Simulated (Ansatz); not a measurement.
The figure comes from a scan of CdS (zinc blende): a phonon pattern at X = (0.5, 0.5, 0.0) is frozen into a 4-atom cell, Q being the largest atomic displacement. Calculation: PBE (plane waves to 420 eV, PAW, scalar-relativistic; Ansatz, a quantum-chemistry and plane-wave program). k mesh 10×10×10 (Γ-centred), Fermi-Dirac smearing 0.05 eV. Energies are smeared free energies. CdS was relaxed with its symmetry unable to fall. The zero of ΔE is the undisplaced structure.

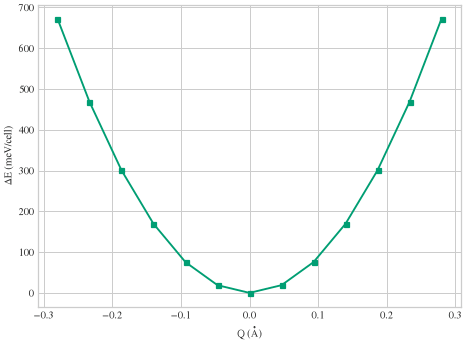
Fig. 1. ΔE (meV/cell) against Q (Å); computed points joined by lines.

Question: Turn the plot into a table (rounded to what can be read).

Answer: To the nearest 10:

```tsv
Q (Å)	ΔE (meV/cell)
-0.280	670
-0.233	470
-0.187	300
-0.140	170
-0.093	80
-0.047	20
0.000	0
0.047	20
0.093	80
0.140	170
0.187	300
0.233	470
0.280	670
```

(For displaced atoms, the force is minus the slope of the energy, and its curvature is a force constant, which sets phonon frequencies.)
